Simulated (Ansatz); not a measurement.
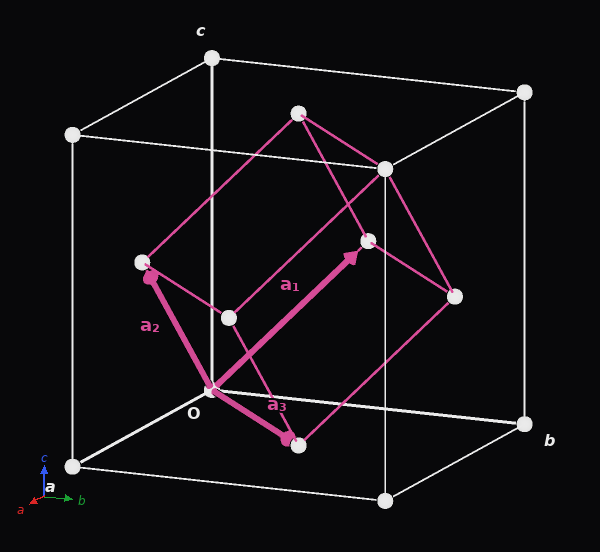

For ZrZnAs4, the end point of a relaxation with DFT, PAW plane waves, lda, spin-orbit (Ansatz 0.2.0); the starting structure was generated, so it need not be a known form of this composition: the conventional cell (thin) and a primitive cell (coloured, vectors a₁, a₂, a₃), with the lattice points alone. Geometry calculated from the standardised cell; symmetry tolerance 0.002 Å.

a = 7.607 Å, b = 7.607 Å, c = 7.607 Å, α = 90.00°, β = 90.00°, γ = 90.00°.

Question: What is the centring, and how are the primitive vectors built?

Answer: F, face-centred cubic, with lattice points at (0, 0, 0), (1/2, 1/2, 0), (1/2, 0, 1/2), (0, 1/2, 1/2). a₁ = 1/2 b + 1/2 c; a₂ = 1/2 a + 1/2 c; a₃ = 1/2 a + 1/2 b.

Question: Give the primitive cell's size and content.

Answer: Edges 5.379, 5.379, 5.379 Å; angles 60.00°, 60.00°, 60.00°; volume 110.06 Å³, 1/4 of the conventional cell; 6 of its 24 atoms.
